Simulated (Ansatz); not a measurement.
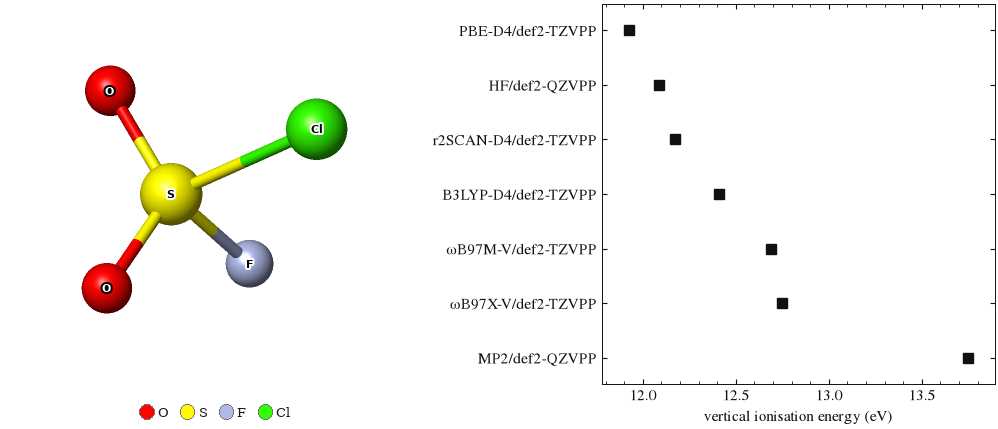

Vertical ionisation energy of SO₂ClF, SMILES O=S(=O)(F)Cl, taken as the energy of the cation less that of the neutral at fixed geometry (unrestricted doublet cation, cores frozen in correlated methods, no spin-orbit coupling), the Ansatz code 0.2.0, at a PBE0-D4/def2-TZVP geometry (a minimum by its frequencies).

**What range do the values span?**

From 11.92 eV (PBE-D4/def2-TZVPP) to 13.75 eV (MP2/def2-QZVPP).

**Give the values.**

| level | eV |
| --- | --- |
| PBE-D4/def2-TZVPP | 11.92 |
| HF/def2-QZVPP | 12.09 |
| r2SCAN-D4/def2-TZVPP | 12.17 |
| B3LYP-D4/def2-TZVPP | 12.41 |
| ωB97M-V/def2-TZVPP | 12.69 |
| ωB97X-V/def2-TZVPP | 12.75 |
| MP2/def2-QZVPP | 13.75 |
